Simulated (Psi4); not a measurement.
Exact exchange and the electronic atomisation energy of CuF (fluorocopper)

CuF has 2 atoms, charge 0, and is taken as a singlet. SMILES: `[F][Cu]`. The coordinates come from a PBE0-D4/def2-TZVP relaxation.

The electronic atomisation energy y, in eV, basis def2-TZVPP; a is the functional's share of exact exchange. Programs: Psi4 1.11.

| functional | program | a | y (eV) |
| --- | --- | --- | --- |
| revPBE | Psi4 | 0 | 4.06 |
| TPSS | Psi4 | 0 | 4.21 |
| TPSSh | Psi4 | 0.1 | 4.06 |
| B3LYP | Psi4 | 0.2 | 3.97 |
| PBE0 | Psi4 | 0.25 | ? |
| BHLYP | Psi4 | 0.5 | 3.58 |

Fit y = c + s·a to the known rows and predict PBE0.


1. Means of the 5 rows: a = 0.1600, y = 3.976.
2. Σ(Δa)² = 0.172, Σ(Δa·Δy) = -0.1908, so the slope is -0.1908/0.172 = -1.1093.
3. Intercept: 3.976 − (-1.1093) × 0.1600 = 4.153. The largest residual of the fit is 0.093.
4. PBE0: 4.153 + (-1.1093) × 0.25 = 3.88 eV.

The run gave 3.93 eV, so the prediction is off by -0.05 eV, within the largest residual. The rows mix families of semi-local functionals, which the line can't see.

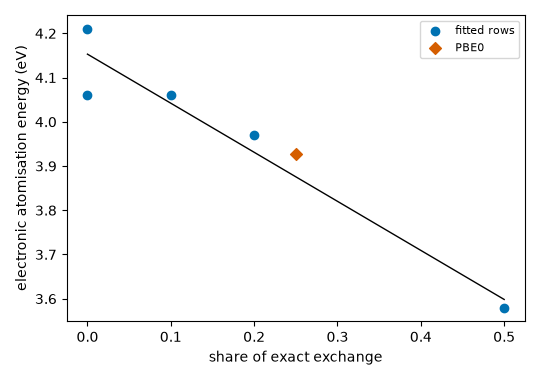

The fitted line, with the withheld row.
